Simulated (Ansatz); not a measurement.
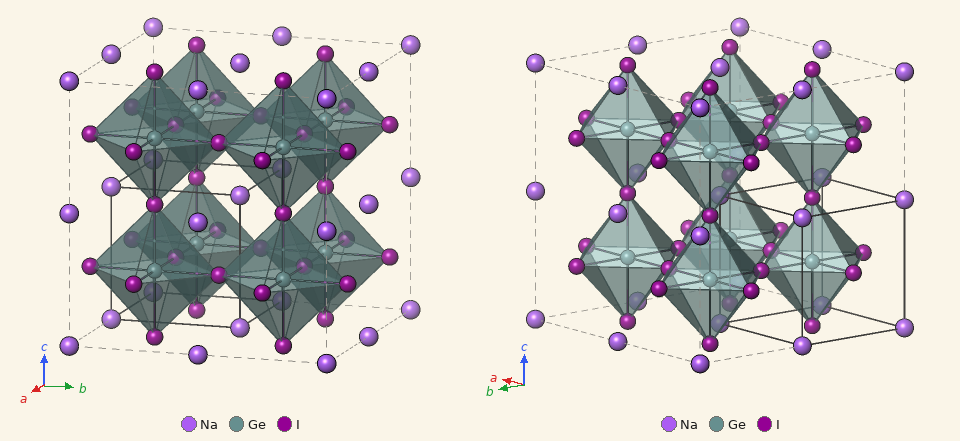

Polyhedra are drawn about Ge (bonds: Ge–I below 3.3 Å); other atoms are plain spheres. Two views of the same piece.

NaGeI₃ (space group Pm-3m, No. 221): the geometry relaxed with DFT, r2SCAN+rVV10, plane waves, PAW (Ansatz 0.2.0); the starting structure was generated, so it need not be a known form of this composition.

Sharing among the drawn polyhedra:

```csv
site,polyhedron,corner-sharing neighbours,edge-sharing,face-sharing,bond (Å)
Ge,GeI6 octahedron,6,0,0,2.92
```

They form a three-dimensional framework of corner-sharing octahedra.
